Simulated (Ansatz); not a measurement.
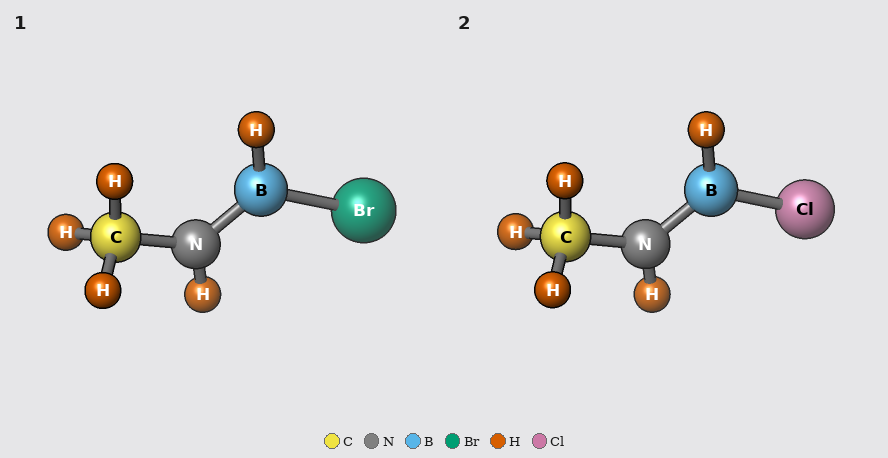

2 molecules with one skeleton, seen from the same side and at one scale. Each species is neutral and a spin singlet. Computed geometries: PBE0-D4/def2-TZVP optimisations, one conformation each. Properties computed with Ansatz 0.2.0.

One atom differs, called X below: Br in panel 1, Cl in panel 2. Their formulas are CH5BBrN (`CNBBr`), CH5BClN (`CNBCl`).

Question: In which is the length of X–B larger (PBE0-D4/def2-TZVP)?

Answer: In panel 1 (X = Br).

Question: In which is the HOMO–LUMO gap larger (PBE0-D4/def2-QZVPP)?

Answer: In panel 2 (X = Cl).

Give the values. With PBE0-D4/def2-TZVP: length of X–B (Å), angle X–B–H (°), harmonic zero-point energy (kJ/mol). With PBE0-D4/def2-QZVPP: HOMO energy (Kohn–Sham orbital) (eV), HOMO–LUMO gap (eV). With PBE-D4/def2-TZVPP: dipole moment (D).

```tsv
quantity	1 (Br)	2 (Cl)	2 − 1
length of X–B (Å)	1.934	1.771	−0.163
angle X–B–H (°)	118.5	118.9	+0.4
HOMO energy (Kohn–Sham orbital) (eV)	−7.69	−7.84	−0.15
HOMO–LUMO gap (eV)	7.66	7.96	+0.30
dipole moment (D)	3.05	2.87	−0.18
harmonic zero-point energy (kJ/mol)	182.0	183.3	+1.3
```
